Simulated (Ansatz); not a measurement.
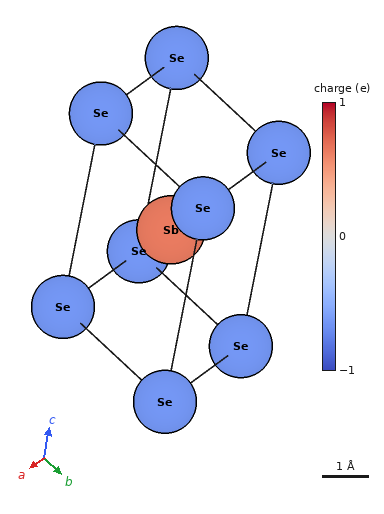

Structure drawing (spheres-only), viewed slightly off an axis. Lines trace the edges of the simulation cell. The atoms of this SbSe cell are coloured by their Bader charge.

Computed with DFT, PAW plane waves, HSE06, spin-orbit (Ansatz). Settings: 420 eV cutoff, a 3×3×3 k-point grid, Fermi-Dirac smearing of 0.1 eV, no moments seeded, so the run stays non-magnetic, spinor wavefunctions.

**Who donates electrons here and who accepts them?**

Most positive: Sb; most negative: Se. Charges: about Sb +0.6 e; Se -0.6 e.

The picture shows a generated cell, made by putting these elements into a known structure type (the compound may or may not exist in this form); the geometry isn't optimised. Ansatz was used for an electronic-structure calculation on it.
